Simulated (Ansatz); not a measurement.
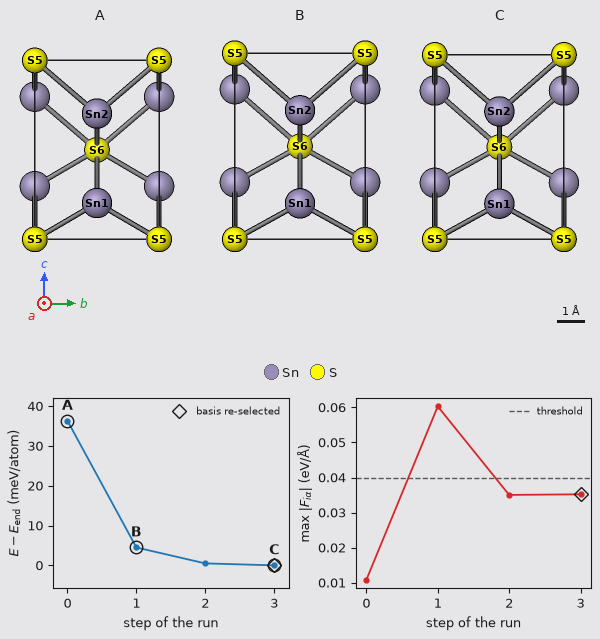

Frames of a relaxation of solid Sn₂S (built on the tetragonal zirconia_137 type) (coarse preliminary run), marked on the history of the run. Style: ball-and-stick. Shown: the cell of the calculation, along the a axis.

Case: anti-tetragonal zirconia type (P4_2/nmc, No. 137).

All numbers below come from DFT PBE, scalar-relativistic, plane waves, PAW in Ansatz 0.2.0. (plane-wave cutoff 420 eV; k-point mesh 4 × 4 × 4; occupations gaussian; smearing width 0.1 eV; no spin polarisation; cell and atoms relaxed; force threshold 0.04 eV/Å; at most 70 steps)

> What happens along the run?

The largest moves relative to the cell, 0.068 Å, are those of Sn atoms. S stays in place. Cell: a = b 4.756 → 4.939 Å (+3.9 %), c 6.846 → 7.058 Å (+3.1 %). Volume +11.2 %. Some distances before and after: S–Sn 3.129 → 3.284 Å, S–Sn 2.754 → 2.822 Å. Among the angles between lasting bonds that change: S–Sn–S 119.4° → 122.1°, Sn–S–Sn 119.4° → 122.1°. The space group stays P4_2/nmc (No. 137). Over 2 accepted moves (3 points after the start) the energy falls by 36.3 meV per atom. The largest force component goes from 0.011 to 0.035 eV/Å. Pressure: 4.60 GPa at the start and −0.25 GPa at the end. At 1 point the geometry stayed and the basis and grid were re-selected for the new cell (energy shift of 0.5 meV per atom at most each time). From step 0 to 1: Sn atoms move most (0.07 Å), volume +14.3 %, energy −31.8 meV per atom. From step 1 to 3: volume −2.7 %, energy −4.5 meV per atom.

```
step  E − E(0), meV/atom  largest force component, eV/Å  pressure, GPa  volume, Å³/atom                      note
   0                0.00                         0.0108           4.60           25.808                          
   1              -31.81                         0.0603          -1.26           29.506                          
   2              -35.80                         0.0350          -0.24           28.700                          
   3              -36.29                         0.0352          -0.25           28.700  same geometry, new basis
```
